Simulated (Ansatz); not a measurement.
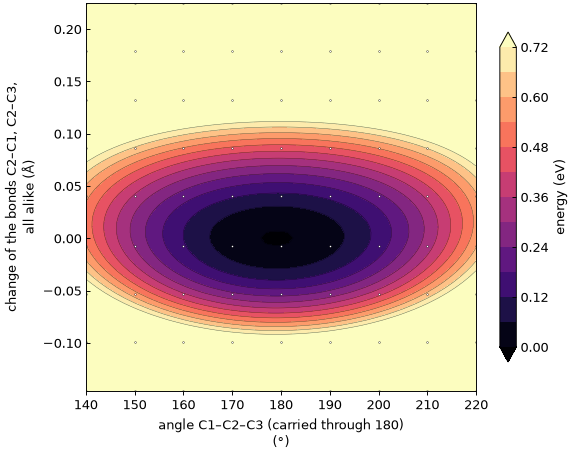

C3H4S, SMILES C#CCS. Coordinates scanned: (1) angle C1–C2–C3 (carried through 180); (2) change of the bonds C2–C1, C2–C3, all alike. Nothing is relaxed (all other coordinates rigid). The grid has 9 × 9 points. Points are written as (first, second). Energies: eV, counted from the lowest grid point. These are results of RKS r2SCAN-D4/def2-TZVP in Ansatz, not measurements.

Drawn: filled contours, dots at the grid points, one colour for all values above the top of the scale. Between grid points the surface is interpolated.

> Where is the minimum, and how stiff is the well along each coordinate?

The interpolated minimum is at the first coordinate ≈ 179°, the second coordinate ≈ 0.000 Å. The curvatures there are about 2.2 eV/rad² and 143 eV/Å², with a cross term of about 0 eV/(rad·Å). Round the minimum the two coordinates are nearly uncoupled.
